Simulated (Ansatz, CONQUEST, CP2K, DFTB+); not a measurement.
# H-capped Ge nanowire along [112] (40 atoms) in CONQUEST

How do the settings of CONQUEST change the result for H-capped Ge nanowire along [112] (40 atoms)? A plane-wave run serves as the yardstick.

Main program and level: CONQUEST 1.3; the method is named at each step.

## 1. Starting point

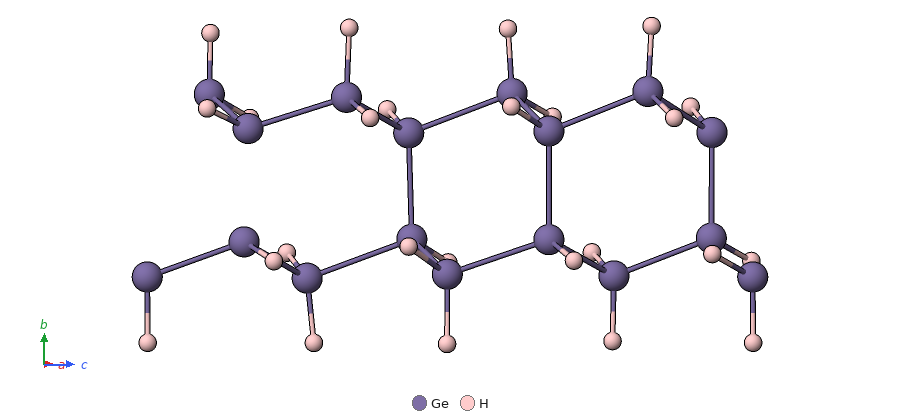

The starting structure, seen from the side, with the c axis across the page (germanium purple, hydrogen pink). Some periodic images of atoms are drawn too.

The cell holds 40 atoms: 16 Ge and 24 H. Its edges and angles: a = 16.499 Å, b = 19.143 Å, c = 13.859 Å, α = 90.0°, β = 90.0°, γ = 90.0°. It derives from Ge (diamond-structure). Diamond section of size parameter 3.53 Å cut from diamond-structure Ge (a = 5.658 Å) along [112], 2 periods, broken bonds capped with H, 12 Å of vacuum. Then every atom was moved at random, 0.05 Å r.m.s. a Cartesian component (hydrogen 0.6 of that). Regions: wire, 16 atoms (16 Ge); hydrogen, 24 atoms (24 H). Vacuum lies along a and b. The structure's axis is c.

The yardstick, on the same geometry:

| Item | Value |
| --- | --- |
| method | Kohn-Sham DFT, PBE, PAW, plane waves (Ansatz 0.2.0); cutoff 420 eV, Γ point, fermi-dirac smearing of 0.05 eV; PAW set soft_2 |
| r.m.s. force component | 0.8855 eV/Å |
| longest force | 3.978 eV/Å |
| gap (highest filled to lowest empty level) | 3.755 eV |
| SCF cycles | 8 |
| time | 11 s on 4 threads of Intel Xeon 6975P-C (Granite Rapids), shared host |
| CPU time | 39 s |

## 2. PBE, grid 80 Ha

Method: Kohn-Sham DFT, PBE, norm-conserving pseudopotentials, pseudo-atomic orbitals (double zeta with polarisation), diagonalisation.

The .ion files beside the input carry potential, basis and functional.

The input, Conquest_input:

```
IO.Title cell
IO.Coordinates coords.dat
IO.FractionalAtomicCoords T
IO.Iprint 1
General.NumberOfSpecies 2
AtomMove.TypeOfRun static
AtomMove.CalcStress F
Grid.GridCutoff 80
DM.SolutionMethod diagon
SC.MaxIters 100
SC.LinearMixingFactor 0.3
minE.SCTolerance 1e-06
Diag.kT 0.001837
Diag.MPMesh T
Diag.GammaCentred T
Diag.MPMeshX 1
Diag.MPMeshY 1
Diag.MPMeshZ 1
%block ChemicalSpeciesLabel
1 72.630 Ge
2 1.008 H
%endblock
```

The input, coords.dat:

```
31.178365 0.000000 0.000000
0.000000 36.175613 0.000000
0.000000 0.000000 26.190111
40
0.43856 0.39162 0.00254 1 T T T
0.43462 0.43313 0.16315 1 T T T
0.43623 0.56730 0.16952 1 T T T
0.43831 0.60415 0.33158 1 T T T
0.55802 0.39021 0.24609 1 T T T
0.56298 0.43620 0.41806 1 T T T
0.56098 0.56203 0.41328 1 T T T
0.56230 0.60780 0.08376 1 T T T
0.44381 0.39484 0.49716 1 T T T
0.44301 0.43577 0.66510 1 T T T
0.43859 0.56431 0.66595 1 T T T
0.43948 0.61113 0.82924 1 T T T
0.56023 0.39290 0.75232 1 T T T
0.56212 0.43749 0.91280 1 T T T
0.55901 0.56255 0.91444 1 T T T
0.56163 0.60873 0.58385 1 T T T
0.36082 0.41875 0.94927 2 T T T
0.44163 0.31373 0.00267 2 T T T
0.36371 0.41033 0.22457 2 T T T
0.36982 0.59108 0.11332 2 T T T
0.36274 0.57984 0.38374 2 T T T
0.43754 0.68639 0.33628 2 T T T
0.56059 0.31353 0.25672 2 T T T
0.63179 0.42027 0.19981 2 T T T
0.63480 0.40872 0.46589 2 T T T
0.63414 0.58983 0.36512 2 T T T
0.63807 0.57964 0.13782 2 T T T
0.56145 0.68008 0.08577 2 T T T
0.43957 0.31234 0.49751 2 T T T
0.36354 0.42763 0.44720 2 T T T
0.36141 0.41100 0.72060 2 T T T
0.36462 0.59336 0.61657 2 T T T
0.44277 0.68854 0.83481 2 T T T
0.36430 0.57984 0.88565 2 T T T
0.63943 0.42067 0.70226 2 T T T
0.56186 0.31572 0.74972 2 T T T
0.63604 0.41048 0.96625 2 T T T
0.63780 0.59306 0.86567 2 T T T
0.56064 0.68527 0.57729 2 T T T
0.63697 0.58102 0.63777 2 T T T
```

The run is started by

```bash
OMP_NUM_THREADS=1 Conquest > output.txt
```

Numbers of over 12 decimals in the logs are rounded to 6 here.

Conquest_out:

```text
      Simulation cell dimensions:    31.1784 a0 x    36.1756 a0 x    26.1901 a0
        This calculation includes non-local pseudopotentials,
         with a maximum core radius of      7.09479220
    Job title: cell
    Job to be run: static calculation
    Ground state search:
      Support functions represented with PAO basis
      1:1 PAO to SF mapping
      Non-spin-polarised electrons
      Solving for the K matrix using diagonalisation
      Using Fermi-Dirac smearing
    Integration grid size:    128 x  160 x  108
    Integration grid spacing:  0.244 a0 x 0.226 a0 x 0.243 a0
    Number of species:  2
    --------------------------------------------------------
    |   #  mass (au)  Charge (e)  SF Rad (a0)  NSF  Label  |
    --------------------------------------------------------
    |   1     72.630      14.000        7.551   18  Ge     |
    |   2      1.008       1.000        7.064    5  H      |
    --------------------------------------------------------
          SCF tolerance:                 0.00000100
          SCF iterations:               100
    The calculation will be performed on     1 process
    The calculation will be performed on     1 thread
    Using the default matrix multiplication kernel
    The functional used will be GGA PBE96
    set_atom_dens: In set_atomic_density, electrons :     248.000000000000
    PulayMixSC: Starting Pulay mixing, A_up =  0.300 A_dn =  0.300
    PulayMixSC: Spin non-polarised calculation.
          Harris-Foulkes Energy            :     -1442.885528 Ha
    PulayMixSC: Pulay iteration     1 residual:              0.16665E-02
          Harris-Foulkes Energy            :     -1442.724390 Ha
    PulayMixSC: Pulay iteration     2 residual:              0.97979E-03
          Harris-Foulkes Energy            :     -1442.646481 Ha
    PulayMixSC: Pulay iteration     3 residual:              0.18237E-03
          Harris-Foulkes Energy            :     -1442.643784 Ha
    PulayMixSC: Pulay iteration     4 residual:              0.57007E-04
          Harris-Foulkes Energy            :     -1442.643752 Ha
    PulayMixSC: Pulay iteration     5 residual:              0.21524E-04
          Harris-Foulkes Energy            :     -1442.643745 Ha
    PulayMixSC: Pulay iteration     6 residual:              0.55737E-05
          Harris-Foulkes Energy            :     -1442.643743 Ha
    PulayMixSC: Pulay iteration     7 residual:              0.21789E-05
          Harris-Foulkes Energy            :     -1442.643742 Ha
    PulayMixSC: Pulay iteration     8 residual:              0.74945E-06
    PulayMixSC: Reached SCF tolerance of  0.74945E-06 after      8 iterations
      | Number of electrons      =       248.000211
      |* Harris-Foulkes energy   =     -1442.643742 Ha
      |* DFT total energy        =     -1442.643742 Ha
    force: Forces on atoms (Ha/a0)
    force:  Atom   X              Y              Z
    force:     1   0.0047484512   0.0239343211  -0.0204579138
    force:     2   0.0200478956   0.0239782623   0.0115961721
    force:     3   0.0554214797  -0.0371443024   0.0070036464
    force:     4   0.0114092974   0.0141372734   0.0089920128
    force:     5  -0.0223259258   0.0293448896   0.0164009473
    force:     6  -0.0262523438   0.0067525239  -0.0376217685
    force:     7  -0.0239115432  -0.0007051675   0.0220729630
    force:     8  -0.0109658904  -0.0821109990  -0.0024622507
    force:     9  -0.0197462729  -0.0010655104   0.0003450478
    force:    10  -0.0171777264  -0.0003180147   0.0046057902
    force:    11   0.0218489651  -0.0025704803   0.0061816925
    force:    12  -0.0001058433  -0.0353654395   0.0093054626
    force:    13   0.0059737052   0.0244235311  -0.0105068947
    force:    14  -0.0223675197  -0.0049336725   0.0113326918
    force:    15   0.0013437226   0.0180899852   0.0041586798
    force:    16  -0.0103664617  -0.0365778790  -0.0109431974
    force:    17   0.0023661650  -0.0034403661   0.0000306752
    force:    18  -0.0008605974  -0.0223589491  -0.0019434833
    force:    19  -0.0136617831  -0.0069278278   0.0063415334
    force:    20  -0.0458379912   0.0191304065  -0.0296289493
    force:    21  -0.0103729354  -0.0048730034   0.0075859249
    force:    22   0.0005280619  -0.0043319068  -0.0003787925
    force:    23   0.0027412985  -0.0284803510  -0.0009808784
    force:    24   0.0186498390   0.0044913989  -0.0114280305
[...]
force:    33  -0.0009656932   0.0239529620   0.0008998378
    force:    34   0.0045600291   0.0063808539  -0.0028476128
    force:    35  -0.0034548834  -0.0022724598   0.0004231760
    force:    36   0.0008647570  -0.0270885632  -0.0004275951
    force:    37   0.0114097073  -0.0040664199   0.0068337317
    force:    38  -0.0021940330  -0.0026845724  -0.0001690572
    force:    39   0.0018374634   0.0318230919   0.0005325554
    force:    40   0.0027245299   0.0008517546   0.0017173088
    force: Maximum force :        0.08211100(Ha/a0) on atom         8 in y direction
    force: Force Residual:        0.03242294 Ha/a0
    get_E_and_F: Change in energy during last step of electronic optimisation:  0.41156E-06
```

It took 85 s on 1 thread of Intel Xeon 6975P-C (Granite Rapids), shared host; peak memory 2.3 GiB.

Banners, paths, timers and routine set-up lines are dropped from the logs unmarked, and long logs keep their key lines alone; longer cuts are marked.

Compared with the plane-wave run:

```yaml
r_m_s_force_component: 0.9626 eV/Å
r_m_s_difference_of_force_components: 111.5 meV/Å
longest_difference_of_force_vectors: 389.9 meV/Å
force_difference_over_r_m_s_force: 12.59 %
slope_of_forces_against_the_reference_s: 1.083
correlation_of_force_components: 0.9962
spacing_of_highest_filled_and_lowest_empty_level: 3.941 eV
gap_difference: 0.1857 eV
```

Length of the force difference by element (eV/Å):

```tsv
element	atoms	mean	most
Ge	16	0.17	0.30
H	24	0.19	0.39
```

Levels nearest the highest filled one (eV from it): -1.42, -1.18, -1.12, -0.96, -0.89, -0.85, -0.82, -0.72, -0.66, -0.60, -0.45, 0.00, 3.94, 4.05, 4.23, 4.27, 4.32, 4.45, 4.50, 4.56, 4.60, 4.67, 4.75, 4.93.

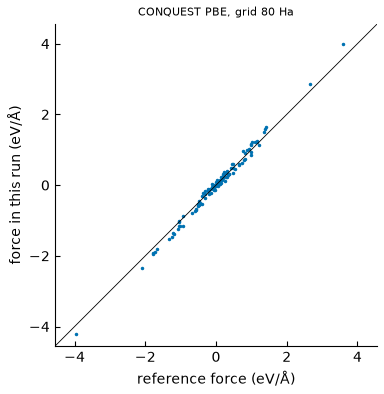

Force components against those of the reference; the line marks equality.

A closer look about Ge8, which bears the longest force: 13 atoms, nearest first, numbered in the order of the input, with positions taken from that point.

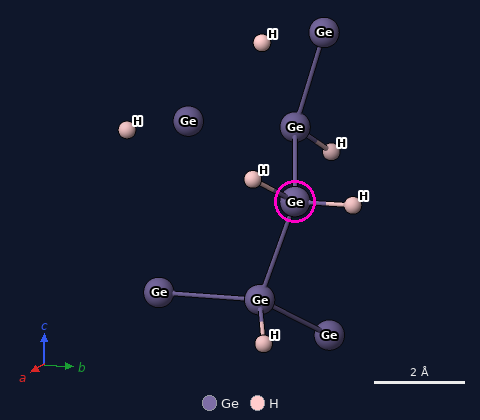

The atoms of the table, within 4.1 Å (arrows a, b, c point along x, y, z); some may hide others; the central atom is ringed.

```tsv
atom	x	y	z	distance (Å)	bonds	Fx	Fy	Fz (eV/Å)
Ge8	0.00	0.00	0.00	0.00	4	-0.56	-4.22	-0.13
H28	-0.01	1.38	0.03	1.38	1	0.09	3.98	0.00
H27	1.25	-0.54	0.75	1.55	1	0.02	0.02	0.01
Ge15	-0.05	-0.87	-2.35	2.50	4	0.07	0.93	0.21
Ge3	-2.08	-0.78	1.19	2.52	4	2.85	-1.91	0.36
H20	-3.18	-0.32	0.41	3.22	1	-2.36	0.98	-1.52
H38	1.25	-0.28	-3.02	3.28	1	-0.11	-0.14	-0.01
Ge4	-2.05	-0.07	3.43	4.00	4	0.59	0.73	0.46
Ge14	0.00	-3.26	-2.37	4.03	4	-1.15	-0.25	0.58
Ge12	-2.03	0.06	-3.53	4.07	4	-0.01	-1.82	0.48
H26	1.19	-0.34	3.90	4.09	1	1.17	0.49	-0.78
H24	1.15	-3.59	1.61	4.10	1	0.96	0.23	-0.59
Ge2	-2.11	-3.34	1.10	4.10	4	1.03	1.23	0.60
```

Forces lie 13 % from the reference's, at 2.2 times its CPU time (on 1 against 4 cores).

The forces add up to 0.66 eV/Å instead of zero, usually a sign of too coarse a grid.

## 3. PBE, grid 80 Ha, multi-site 10 bohr

Method: Kohn-Sham DFT, PBE, norm-conserving pseudopotentials, pseudo-atomic orbitals (double zeta with polarisation), contracted to multi-site support functions, diagonalisation.

Conquest_input: that of step 2 with these lines changed.

```diff
@@ -22 +22,14 @@
 %endblock
+Basis.MultisiteSF T
+Multisite.LFD T
+Multisite.LFD.NonSCF T
+%block Ge
+Atom.NumberOfSupports 9
+Atom.MultisiteRange 10.0
+Atom.LFDRange 10.0
+%endblock
+%block H
+Atom.NumberOfSupports 1
+Atom.MultisiteRange 10.0
+Atom.LFDRange 10.0
+%endblock
```

coords.dat is that of step 2.

The run is started by

```bash
OMP_NUM_THREADS=1 Conquest > output.txt
```

Conquest_out:

```text
      Simulation cell dimensions:    31.1784 a0 x    36.1756 a0 x    26.1901 a0
        This calculation includes non-local pseudopotentials,
         with a maximum core radius of      7.09479220
    Job title: cell
    Job to be run: static calculation
    Ground state search:
      Support functions represented with PAO basis
      Multi-site SFs used with local filter diagonalisation
[... lines left out ...]
      Using Fermi-Dirac smearing
[... lines left out ...]
    The functional used will be GGA PBE96
[... lines left out ...]
    PulayMixSC: Pulay iteration     8 residual:              0.75836E-06
    PulayMixSC: Reached SCF tolerance of  0.75836E-06 after      8 iterations
      | Number of electrons      =       248.000211
      |* Harris-Foulkes energy   =     -1442.642445 Ha
      |* DFT total energy        =     -1442.642445 Ha
    force: Forces on atoms (Ha/a0)
    force:  Atom   X              Y              Z
    force:     1   0.0047022835   0.0238979769  -0.0203521192
    force:     2   0.0200585990   0.0240048013   0.0115383597
    force:     3   0.0554555739  -0.0371691558   0.0070459425
[...]
force:    39   0.0018607936   0.0319733794   0.0004798219
    force:    40   0.0028564990   0.0007825942   0.0018628526
    force: Maximum force :        0.08216161(Ha/a0) on atom         8 in y direction
    force: Force Residual:        0.03248379 Ha/a0
    get_E_and_F: Change in energy during last step of electronic optimisation: -0.19998E-05
```

Elapsed: 98 s, on 1 thread; peak memory 2.3 GiB.

Against the reference:

```yaml
r_m_s_force_component: 0.9644 eV/Å
r_m_s_difference_of_force_components: 114.8 meV/Å
longest_difference_of_force_vectors: 400.4 meV/Å
force_difference_over_r_m_s_force: 12.96 %
slope_of_forces_against_the_reference_s: 1.085
correlation_of_force_components: 0.996
spacing_of_highest_filled_and_lowest_empty_level: 3.959 eV
gap_difference: 0.2044 eV
```

Against the first run (13 %), the force difference from the reference is 13 %, at 1.1 times the CPU time.

The forces add up to 0.66 eV/Å instead of zero, usually a sign of too coarse a grid.

## 4. PBE, grid 80 Ha, multi-site 6.5 bohr

Method: Kohn-Sham DFT, PBE, norm-conserving pseudopotentials, pseudo-atomic orbitals (double zeta with polarisation), contracted to multi-site support functions, diagonalisation.

Conquest_input: that of step 3 with these lines changed.

```diff
@@ -27,4 +27,4 @@
 Atom.NumberOfSupports 9
-Atom.MultisiteRange 10.0
-Atom.LFDRange 10.0
+Atom.MultisiteRange 6.5
+Atom.LFDRange 6.5
 %endblock
@@ -32,4 +32,4 @@
 Atom.NumberOfSupports 1
-Atom.MultisiteRange 10.0
-Atom.LFDRange 10.0
+Atom.MultisiteRange 6.5
+Atom.LFDRange 6.5
 %endblock
```

coords.dat is that of step 3.

The run is started by

```bash
OMP_NUM_THREADS=1 Conquest > output.txt
```

Conquest_out:

```text
      Simulation cell dimensions:    31.1784 a0 x    36.1756 a0 x    26.1901 a0
        This calculation includes non-local pseudopotentials,
         with a maximum core radius of      7.09479220
    Job title: cell
    Job to be run: static calculation
    Ground state search:
      Support functions represented with PAO basis
      Multi-site SFs used with local filter diagonalisation
      Non-spin-polarised electrons
      Solving for the K matrix using diagonalisation
      Using Fermi-Dirac smearing
    Integration grid size:    128 x  160 x  108
[... lines left out ...]
    The functional used will be GGA PBE96
[... lines left out ...]
    PulayMixSC: Pulay iteration     2 residual:              0.97715E-03
          Harris-Foulkes Energy            :     -1442.620428 Ha
    PulayMixSC: Pulay iteration     3 residual:              0.18501E-03
[...]
Harris-Foulkes Energy            :     -1442.616225 Ha
    PulayMixSC: Pulay iteration     7 residual:              0.21820E-05
          Harris-Foulkes Energy            :     -1442.616236 Ha
    PulayMixSC: Pulay iteration     8 residual:              0.81618E-06
    PulayMixSC: Reached SCF tolerance of  0.81618E-06 after      8 iterations
      | Number of electrons      =       248.000207
      |* Harris-Foulkes energy   =     -1442.616236 Ha
      |* DFT total energy        =     -1442.616235 Ha
    force: Forces on atoms (Ha/a0)
    force:  Atom   X              Y              Z
    force:     1   0.0034181864   0.0232876670  -0.0198136844
    force:     2   0.0190998368   0.0231570935   0.0115786986
    force:     3   0.0545763474  -0.0362722380   0.0068660662
[...]
force:    39   0.0018093956   0.0322801620   0.0005942212
    force:    40   0.0031473312   0.0007970470   0.0021116664
    force: Maximum force :        0.08173116(Ha/a0) on atom         8 in y direction
    force: Force Residual:        0.03238994 Ha/a0
    get_E_and_F: Change in energy during last step of electronic optimisation: -0.10211E-04
```

Wall time 90 s (1 thread); peak memory 2.3 GiB.

Against the reference:

```yaml
r_m_s_force_component: 0.9616 eV/Å
r_m_s_difference_of_force_components: 113.3 meV/Å
longest_difference_of_force_vectors: 413.8 meV/Å
force_difference_over_r_m_s_force: 12.8 %
slope_of_forces_against_the_reference_s: 1.081
correlation_of_force_components: 0.9959
spacing_of_highest_filled_and_lowest_empty_level: 4.158 eV
gap_difference: 0.403 eV
```

This is a coarse setting, run to see what it loses.

Against the first run (13 %), the force difference from the reference is 13 %, at 1.1 times the CPU time.

The forces add up to 0.64 eV/Å instead of zero, usually a sign of too coarse a grid.

## 5. LDA, grid 80 Ha

Method: Kohn-Sham DFT, LDA, norm-conserving pseudopotentials, pseudo-atomic orbitals (double zeta with polarisation), diagonalisation.

The pseudopotential files are exchanged too: the .ion files are now those for LDA.

Conquest_input: that of step 4 with these lines changed.

```diff
@@ -22,14 +22 @@
 %endblock
-Basis.MultisiteSF T
-Multisite.LFD T
-Multisite.LFD.NonSCF T
-%block Ge
-Atom.NumberOfSupports 9
-Atom.MultisiteRange 6.5
-Atom.LFDRange 6.5
-%endblock
-%block H
-Atom.NumberOfSupports 1
-Atom.MultisiteRange 6.5
-Atom.LFDRange 6.5
-%endblock
```

coords.dat is that of step 4.

The run is started by

```bash
OMP_NUM_THREADS=1 Conquest > output.txt
```

Conquest_out:

```text
      Simulation cell dimensions:    31.1784 a0 x    36.1756 a0 x    26.1901 a0
        This calculation includes non-local pseudopotentials,
         with a maximum core radius of      7.01066423
    Job title: cell
    Job to be run: static calculation
    Ground state search:
      Support functions represented with PAO basis
      1:1 PAO to SF mapping
      Non-spin-polarised electrons
      Solving for the K matrix using diagonalisation
      Using Fermi-Dirac smearing
    Integration grid size:    128 x  160 x  108
[... lines left out ...]
    PulayMixSC: Pulay iteration     2 residual:              0.95517E-03
          Harris-Foulkes Energy            :     -1440.941323 Ha
    PulayMixSC: Pulay iteration     3 residual:              0.15498E-03
[...]
Harris-Foulkes Energy            :     -1440.938814 Ha
    PulayMixSC: Pulay iteration     7 residual:              0.19816E-05
          Harris-Foulkes Energy            :     -1440.938813 Ha
    PulayMixSC: Pulay iteration     8 residual:              0.68167E-06
    PulayMixSC: Reached SCF tolerance of  0.68167E-06 after      8 iterations
      | Number of electrons      =       248.000204
      |* Harris-Foulkes energy   =     -1440.938813 Ha
      |* DFT total energy        =     -1440.938813 Ha
    force: Forces on atoms (Ha/a0)
    force:  Atom   X              Y              Z
    force:     1   0.0084697757   0.0280303620  -0.0167505024
    force:     2   0.0254244973   0.0244888009   0.0087802252
    force:     3   0.0597449416  -0.0378524007   0.0095211067
[...]
force:    39   0.0012053895   0.0288384333   0.0005987799
    force:    40   0.0006160289   0.0010418322   0.0005204096
    force: Maximum force :        0.08546856(Ha/a0) on atom         8 in y direction
    force: Force Residual:        0.03299794 Ha/a0
    get_E_and_F: Change in energy during last step of electronic optimisation:  0.32817E-06
```

The job ended after 51 s (1 thread; peak memory 2.2 GiB).

Compared with the plane-wave run:

| Quantity | Value |
| --- | --- |
| r.m.s. force component | 0.9797 eV/Å |
| r.m.s. difference of force components | 169.6 meV/Å |
| longest difference of force vectors | 532.5 meV/Å |
| force difference over r.m.s. force | 19.16 % |
| slope of forces against the reference's | 1.094 |
| correlation of force components | 0.9885 |
| gap (highest filled to lowest empty level) | 3.839 eV |
| gap difference | 0.0838 eV |

Against the first run (13 %), the force difference from the reference is 19 %, at 0.60 times the CPU time; the model has changed, so this is no error of the program alone.

The difference per atom is largest on Ge (0.45 eV/Å on average, against 0.069 on H).

[end of part 1 of 2]

[Also dropped from logs without a mark: logging warnings of Python, and SIESTA's first energy breakdown and zero terms.]

[Logs are printed without paths, hosts, clocks, repeated set-up lines and the standing remarks that a program may print on its own settings, such as how far it seeks lower states.]

[Hosts, paths, dates, database ids (printed as entryN), source tags and the programs' standing remarks are cut or masked in the printed files.]
